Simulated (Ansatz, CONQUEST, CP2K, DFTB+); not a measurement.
# Al(100)/Rh(100) interface (51 atoms) in other programs, against a plane-wave reference

How near do other programs and methods come to a plane-wave reference for Al(100)/Rh(100) interface (51 atoms)? A plane-wave run serves as the reference.

Calculated with Ansatz 0.2.0; Kohn-Sham DFT, PBE, PAW, plane waves.

### 1. Starting point

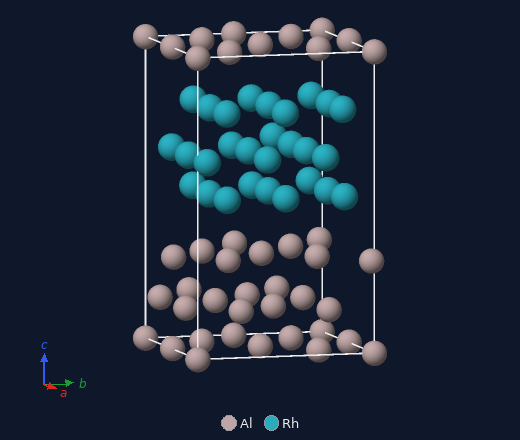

The cell as given, from the side, with the c axis up (aluminium light grey, rhodium blue). Some periodic images of atoms are drawn too.

The cell holds 51 atoms: 24 Al and 27 Rh. Its edges and angles: a = 8.067 Å, b = 8.067 Å, c = 13.306 Å, α = 90.0°, β = 90.0°, γ = 90.0°. Fcc Al(100), 3 repeat layers, 8 surface cells, strained -0.40 and -0.40 %; fcc Rh(100), 3 layers, 9 cells, +0.00 and +0.00 %; outer planes 2.72 Å apart and 2.72 Å at the second interface of the periodic stack; not relaxed, displaced by a Gaussian of 0.02 Å. Then every atom was moved at random, 0.03 Å r.m.s. a Cartesian component. Regions: Al, 24 atoms (24 Al); Rh, 27 atoms (27 Rh). The structure's axis is c.

### 2. The reference run

The PAW files are the set soft_2.

The input, input.yaml:

```yaml
crystal:
  lattice:
    - [8.0674, 0.0, 0.0]
    - [0.0, 8.0674, 0.0]
    - [0.0, 0.0, 13.30596]
  atoms:
    - { symbol: Al, position: [0.75351, 0.75764, 0.99741] }
    - { symbol: Al, position: [0.74919, 0.50223, 0.1486] }
    - { symbol: Al, position: [0.74638, 0.75104, 0.30788] }
    - { symbol: Al, position: [0.24759, 0.75063, 0.00158] }
    [... 41 atom lines left out ...]
    - { symbol: Rh, position: [0.48561, 0.55144, 0.51074] }
    - { symbol: Rh, position: [0.65684, 0.38947, 0.65893] }
    - { symbol: Rh, position: [0.48899, 0.55422, 0.79478] }
    - { symbol: Rh, position: [0.82367, 0.55119, 0.50874] }
    - { symbol: Rh, position: [0.98592, 0.39909, 0.65216] }
    - { symbol: Rh, position: [0.8098, 0.55196, 0.79133] }
kpoints:
  mp_grid: { grid: [1, 1, 1] }
hamiltonian:
  xc: pbe
scf:
  occupations: { method: fermi_dirac, width: 0.05 }
output:
  forces: true
  eigenvalues: true
  populations: true
  stress: true
```

Launch:

```sh
$ ansatz run input.yaml --threads 4 --pin off --max-ram 8192MiB --backend cpu --events-out ev --progress --plain --runs-dir out
```

Numbers of over 12 decimals in the logs are rounded to 6 here.

What it wrote:

```text
[...]
Pseudopotentials: kind: paw
Pseudopotential: Al, paw, valence charge 3, recommended cutoff 420 eV (normal), Al.paw.azcp
Pseudopotential: Rh, paw, valence charge 17, recommended cutoff 420 eV (normal), Rh.paw.azcp
[... 5 lines on functional and potentials left out ...]
Crystal: 51 atoms, lattice volume = 865.991 Å³
Basis set: ecut = 420 eV, 16893 PW (Γ), exchange–correlation on 108×108×180 points (8 copies of the dense FFT grid, shifted against one another)
Bands: 319, of which v1, the nominal top of the filled ones, is band 266 counted from 1 (265 counted from 0)
Symmetry: 1 space group operations
Space group: P1 (ITA 1), of the structure as read, at distance tolerance 9.5e-5 Å
k-points: 1
[... 5 lines on functional and potentials left out ...]
Initial density: superposition of atomic densities (neutral atoms: chi_scale 0, normalization atom), corrected by the library's trained network
Initial wavefunctions: pseudopotential atomic-orbital guess
[...]
SCF iter   1: F=—  HF=-185754.846538 eV  |F-HF|=—  |Δ(HF+E_count)|=         —  Δρ=2.84e-2  dr2=6.09e1  ethr=1.77e-3  ⟨swp⟩=5.0  Hψ=1114  notcnv=0  defer=4
preconditioner: auto → Kerker (q_TF=auto, 2.515 Å⁻¹)  [metal: Δε(μ)=0.048 eV  Ē_g=4.263 eV  σ=0.050 eV  W_gap=0.23  n_scr=238 (ndim 8)  ℏωp=22.4 eV  f_vac=0.000  D(μ)=78.50/eV (n_scr^D=984)]
[...]
SCF iter  10: F=—  HF=-185753.502358 eV  |F-HF|=—  |Δ(HF+E_count)|=   9.68e-8  Δρ=3.40e-6  dr2=1.79e-7  ethr=1.03e-9  ⟨swp⟩=1.0  Hψ=303  notcnv=0  defer=16
SCF iter  11: F=-185753.502358 eV  HF=-185753.502358 eV  |F-HF|=4.05e-9  |Δ(HF+E_count)|=   6.00e-9  Δρ=9.62e-7  dr2=9.35e-9  ethr=1.88e-11  ⟨swp⟩=11.0  Hψ=1246  notcnv=0
SCF 1 converged in 11 iterations: F = -185753.502358 eV  dr2 = 9.35e-9
[...]
SCF converged after 11 iterations
Free energy (F): -185753.502358 eV
Harris-Foulkes:  -185753.502358 eV  (|F-HF|=4.05e-9)
Internal energy: -185752.667584 eV  (E = F + TS)
E sigma→0 (E₀):  -185753.084971 eV
Entropy (-TS):   -0.834775 eV (-16.368 meV/atom)
Fermi energy:    12.605396 eV
--- Per-component energies (eV) ---
[...]
Σ components = -185753.502358   (vs F -185753.502358, Δ=0.00e0)
--- Forces (eV/Å), atoms counted from 1 ---
  atom   1  Al     0.07757358    -0.22978678    -1.46925787
  atom   2  Al     0.20722939     0.32464563     0.05962918
  atom   3  Al     0.01926899    -0.12754981     1.51783535
  atom   4  Al    -0.00526233    -0.08010902    -1.58154014
[...]
atom  51  Rh     0.75731730     0.30729720     0.32266171
  max |Σ_I F_I| component: 9.42e-5 eV/Å
--- Stress (GPa, compression-positive) ---
        5.365192       0.172729       0.457258
        0.172729       5.277243      -0.292540
        0.457258      -0.292540     -18.820371
  P = ⅓ Tr σ = -2.7260 GPa (-27.260 kbar)
--- Band table (eV) ---
  k-point 0: bands = ["-66.2802", "-66.2620", "-66.2204", "-66.2060", [... 303 levels ...], "14.7070", "15.1505", "15.1814", "15.4980", "15.5140", "15.6965", "15.7428", "15.7683", "15.8026", "15.8100", "16.1132", "16.1680"]
--- Löwdin populations: 51 sites ---
  site symbol       q [e]
     0     Al      2.9993
     1     Al      2.9698
     2     Al      3.0083
[...]
50     Rh     16.8344
  spilling = 0.007040 (of n_electrons = 531.000000)
```

Elapsed: 3.6 s, on 4 threads of AMD EPYC 9R45, shared host; peak memory 1.1 GiB.

Numbers from this run:

- free energy: -185753.5024 eV
- free energy per atom: -3642.2255 eV/atom
- SCF cycles: 11
- pressure: -2.726 GPa
- r.m.s. force component: 0.533 eV/Å
- longest force: 1.602 eV/Å
- Fermi energy: 12.61 eV
- levels partly filled by over 2 per cent: 17
- spilling of the projection: 0.00704

Length of the force by element:

```csv
element,coordination,atoms,mean length of the force (eV/Å),spread,least,most
Al,all,24,1.06,0.585,0.0638,1.60
Rh,all,27,0.518,0.208,0.269,1.03
```

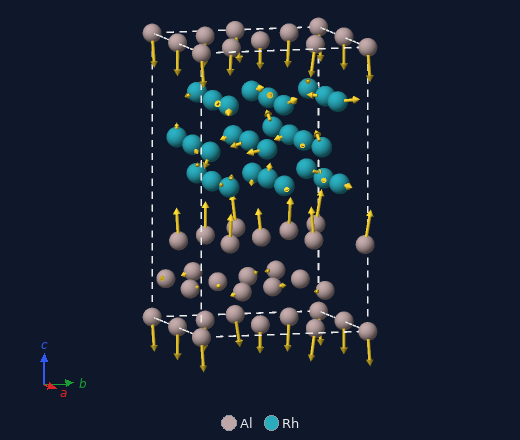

Forces as arrows; the longest in the cell is 1.60 eV/Å. Some periodic images of atoms are drawn too.

Löwdin charges by element (they lack the spilled electrons, 0.073 e an atom on average):

```csv
element,coordination,atoms,mean charge (e),spread,least,most
Al,all,24,0.0061,0.0189,-0.0139,0.0783
Rh,all,27,0.133,0.0201,0.0905,0.166
```

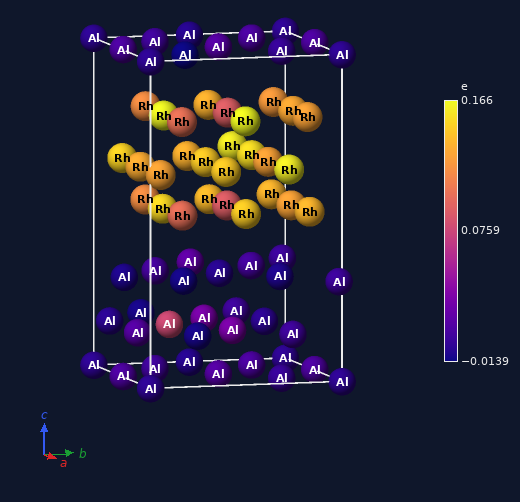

Atoms coloured by Löwdin charge. Some periodic images of atoms are drawn too.

By region:

```csv
region,atoms,mean length of the force (eV/Å)
Al,24,1.06
Rh,27,0.518
```

The levels nearest the highest filled one (over half full), pooled over k-points and spins:

```csv
level less the highest filled one (eV),occupation
-0.110,1.87
-0.0736,1.75
-0.0686,1.73
-0.0428,1.59
-0.0239,1.45
0,1.24
0.0297,0.951
0.0308,0.939
0.0442,0.807
0.0519,0.735
0.0645,0.622
0.0838,0.469
```

### 3. The other programs

The programs:
- CONQUEST 1.3: pseudo-atomic orbitals (double zeta with polarisation, or contracted to multi-site or on-site support functions) with norm-conserving potentials on an integration grid.
- CP2K 2026.2: Gaussian basis with GTH pseudopotentials and a plane-wave density; labels give functional, basis (MOLOPT sets; SR short-range, UZH the newer set with its own potentials), grid cutoff/relative cutoff and solver (OT: orbital transformation; TRS4, TC2, SIGN: linear-scaling purification with its sparsity filter), or its built-in tight binding.
- DFTB+ 25.1: tight binding, with Slater–Koster sets (DFTB) or xTB through its tblite library.

All use the same cell and atoms; the electronic-structure runs use the same k-mesh, and an electronic temperature of 580 K (0.05 eV) where levels are smeared.

Differences are against the plane-wave reference, forces as r.m.s. over components; share is that over the reference's r.m.s. force, slope the least-squares factor from reference forces to these. Total energies of different programs have different zeros and aren't compared.

```csv
run,"Δ force, r.m.s. (meV/Å)",share (%),slope,Δ pressure (GPa),cores,CPU time,memory (GiB)
reference,-,-,-,-,4,11 s,1.1
"CONQUEST PBE, grid 80 Ha",134,25.1,1.059,2.41,2,4.6 min,6.4
"CONQUEST PBE, grid 80 Ha, multi-site 6.5 bohr (coarse)",365,68.5,0.575,-,2,5 min,6.6
"CONQUEST PBE, grid 80 Ha, multi-site 8 bohr",139,26.1,0.946,-,2,5.6 min,6.7
"CONQUEST PBEsol, grid 80 Ha",81.6,15.3,1.097,-2.52,2,4.8 min,6.4
"CP2K PBE, DZVP-UZH, 600/60 Ry, diagonalisation",56.4,10.6,0.967,0.940,4,13 min,4.5
DFTB+ GFN2-xTB,422,79.1,1.354,-53.0,1,15 s,0.41
```

Rows marked coarse were listed beforehand as settings not expected to be converged; some can still land near the reference.

CPU time is summed over cores on a shared host, where runs went side by side, so it is rough. Symmetry, cutoffs, thresholds, outputs and thread counts weren't matched or tuned between programs; memory under MPI is the largest rank's times the ranks.

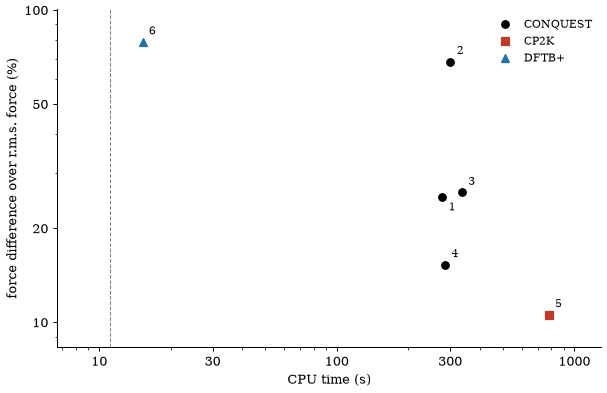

Force difference against CPU time; the dashed line marks the reference's time. Points: 1 CONQUEST PBE, grid 80 Ha; 2 CONQUEST PBE, grid 80 Ha, multi-site 6.5 bohr; 3 CONQUEST PBE, grid 80 Ha, multi-site 8 bohr; 4 CONQUEST PBEsol, grid 80 Ha; 5 CP2K PBE, DZVP-UZH, 600/60 Ry, diagonalisation; 6 DFTB+ GFN2-xTB.

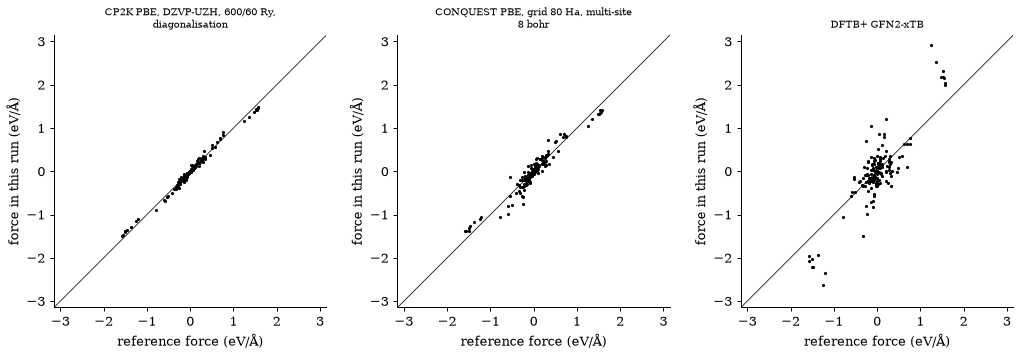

Force components against those of the reference; the line marks equality.

Mean charges by element (e), by run and scheme:

```csv
run,scheme,Al,Rh
reference,Löwdin,+0.01,+0.13
"CP2K PBE, DZVP-UZH, 600/60 Ry, diagonalisation",Mulliken,-0.03,+0.03
"CP2K PBE, DZVP-UZH, 600/60 Ry, diagonalisation",Hirshfeld,-0.01,+0.01
DFTB+ GFN2-xTB,Mulliken,+0.05,-0.05
```

Among metals, projection charges depend strongly on the orbitals used. The reference's Löwdin charges lack the electrons that the projection spills, 0.073 e an atom on average.

### 4. Outcome

```yaml
reference_r_m_s_force_component: 0.533 eV/Å
nearest_in_forces: CP2K PBE, DZVP-UZH, 600/60 Ry, diagonalisation, 11 %
farthest_in_forces: DFTB+ GFN2-xTB, 79 %
cheapest_electronic_structure_run_beside_the_reference: DFTB+ GFN2-xTB, 15 s of CPU time
```

**Reading.** The PBE runs in local orbitals, coarse settings apart, differ by 11 % (CP2K PBE, DZVP-UZH, 600/60 Ry, diagonalisation) to 26 % (CONQUEST PBE, grid 80 Ha, multi-site 8 bohr); basis, grid and potentials can all enter. Tight binding differs by 79 % (DFTB+ GFN2-xTB); it is another model, with fitted parameters of its own, and the xTB methods hold dispersion. Rows with another functional or a dispersion term differ by 15 % (CONQUEST PBEsol, grid 80 Ha), which mixes the change of model with differences of basis and potentials. DFTB+ GFN2-xTB needed 152 SCF steps, so its time overstates the method's usual cost. Runs with settings chosen to be coarse differ by 68 % (CONQUEST PBE, grid 80 Ha, multi-site 6.5 bohr), their programs' other errors included. None of the electronic-structure runs in the table takes under half the reference's CPU time of 11 s; they take 1.4 to 70 times as much. In pressure, CONQUEST PBE, grid 80 Ha misses by +2.4 GPa, at the same functional. Charges hang on model, scheme and program or settings: among these rows the mean for Rh runs from -0.05 to +0.13 e. In the reference: 17 levels are partly filled, by over 2 % (at Γ alone), as in a metal. In the reference: mean Löwdin charges: Al +0.01, Rh +0.13 e (they miss 0.70 % of the electrons, so they add up to more than the cell's charge). Periodic xTB results under one method name differ between programs and library versions (DFTB+ here holds tblite 0.3). The electron count is odd in these runs, and they have no spin polarisation, so the unpaired electron is spread evenly over both spins. The reference's stress is far from hydrostatic: its diagonal is 5.4, 5.3, -18.8 GPa, compression counted positive. The host structure and its lattice constant were typed by rule, without a check against the phase diagram. The reference's pressure of -2.7 GPa belongs to a cell and atoms that aren't relaxed at this level. The electron count is odd and the run has no spin polarisation, so levels at the top are partly filled by construction. The electronic-structure runs sample only Γ, in a cell whose shortest periodic width is 8 Å, which is coarse for a cell with partly filled levels.

[Also dropped from logs without a mark: logging warnings of Python, and SIESTA's first energy breakdown and zero terms.]

[Logs are printed without paths, hosts, clocks, repeated set-up lines and the standing remarks that a program may print on its own settings, such as how far it seeks lower states.]

[Hosts, paths, dates, database ids (printed as entryN), source tags and the programs' standing remarks are cut or masked in the printed files.]
